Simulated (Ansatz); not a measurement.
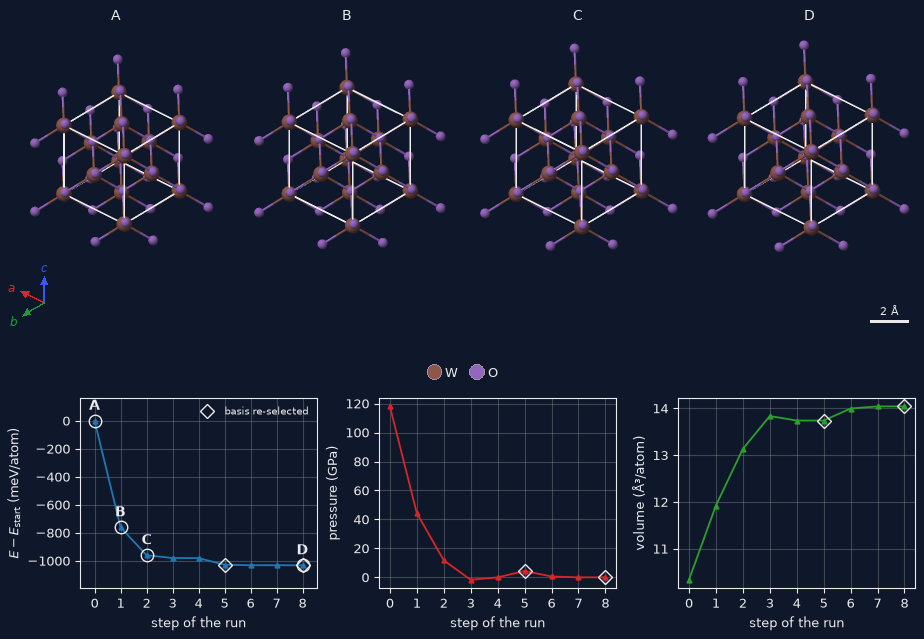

Frames of a relaxation of a crystal of WO (built on the zinc blende type) (coarse preliminary run), marked on the history of the run. The picture is a ball-and-stick view of the conventional cell (4 times the calculation's cell), seen from a free direction. Lengths and directions refer to the drawn axes.

Level of theory: DFT PBE+U, scalar-relativistic, plane waves, PAW (Ansatz 0.2.0).

The input:
```yaml
crystal:
  lattice:
    - [0.0, 2.1784500668, 2.1784500668]
    - [2.1784500668, 0.0, 2.1784500668]
    - [2.1784500668, 2.1784500668, 0.0]
  atoms:
    - { symbol: W, position: [0.0, 0.0, 0.0], spin: 0.86 }
    - { symbol: O, position: [0.25, 0.25, 0.25], spin: 0.13 }
basis:
  ecutwfc: 420
kpoints:
  mp_grid: { grid: [8, 8, 8] }
hamiltonian:
  xc: pbe
  hubbard: { sites: [{ species: W, l: d, u_eff: 6.2 }] }
scf:
  occupations: { method: gaussian, width: 0.1 }
output:
  forces: true
  stress: true
  eigenvalues: true
  populations: true
magnetization:
  spin_polarized: true
relax:
  adjacent_minimum: "off"
  f_tol: 0.05
  max_steps: 80
  cell: { stress_tol: 0.5 }
```

Command:
```bash
ansatz run input.yaml --threads 1 --pin off --max-ram 2560MiB --backend cpu --events-out ev --progress --plain --runs-dir out
```

What happens along the run?

Over 6 accepted moves (8 points after the start) the energy falls by 1032 meV per atom. All forces vanish by symmetry, so only the cell relaxes. The pressure goes from 118.05 to 0.05 GPa. The SCF was repeated twice at an unchanged geometry on a basis and grid sized afresh for the cell, which shifted the energy by 47.7 meV per atom at most. The atoms keep their places relative to the cell (all moves are under 0.005 Å). The volume changes by +35.8 %, with a = b = c 4.357 → 4.825 Å (+10.7 %). Near-neighbour distances that change, for instance: W1–W1 3.081 → 3.412 Å, W1–O2 1.887 → 2.089 Å. The space group stays F-43m (No. 216). Cost: 75 s on 1 thread of Intel(R) Xeon(R) Processor @ 2.50GHz (Skylake/Cascade Lake), on a shared host, peak memory 0.36 GiB. From step 0 to 1: volume +15.3 %, energy −761 meV per atom. From step 1 to 2: volume +10.1 %, energy −199 meV per atom. From step 2 to 8: volume +6.9 %, energy −71.9 meV per atom.

```
step  E − E(0), meV/atom  pressure, GPa  volume, Å³/atom                      note
   0                0.00         118.05           10.338                          
   1             -760.57          44.33           11.925                          
   2             -960.01          11.80           13.134                          
   3             -979.34          -1.66           13.837                          
   4             -980.08           0.00           13.741                          
   5            -1027.81           4.44           13.741  same geometry, new basis
   6            -1031.04           0.65           13.998                          
   7            -1030.98           0.02           14.043                          
   8            -1031.89           0.05           14.043  same geometry, new basis
```
